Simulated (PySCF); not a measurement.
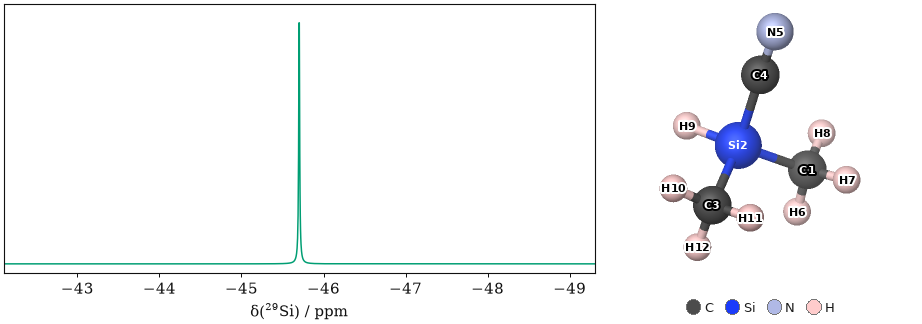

Spectrum and numbered structure of C₃H₇NSi, SMILES C[SiH](C)C#N. GIAO shifts, BLYP/pcSseg-2 with PySCF, at a PBE0-D3(BJ)/def2-SVP geometry (no frequency check), against TMS for ²⁹Si computed at the same level. Gas phase, fully decoupled, line heights follow the number of nuclei, widths are arbitrary (no quadrupolar broadening); values of one conformer, averaged over methyl-type rotors and exact or near symmetry.

Question: Where does the ²⁹Si line lie?

Answer: At −45.7 ppm (Si2).
